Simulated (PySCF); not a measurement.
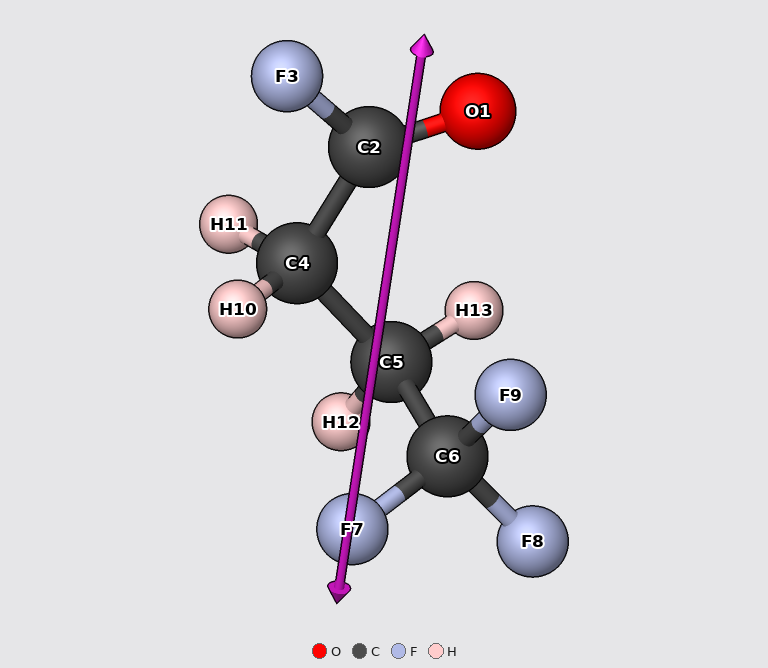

The double arrow shows the direction of the transition dipole to excited singlet state 2 (its length means nothing). The computed structure is the end point of a GFN2-xTB optimisation. No frequency run is at hand to confirm it as a minimum. Level of theory: TDDFT B3LYP/def2-SVPD, vertical, gas phase, core orbitals frozen in the response (PySCF 2.14.0).

Question. Give its energy, strength and character.

Answer. 8.33 eV (149 nm), oscillator strength 0.026, mainly HOMO → LUMO+1 (weight 0.96); transition dipole 0.91 D.
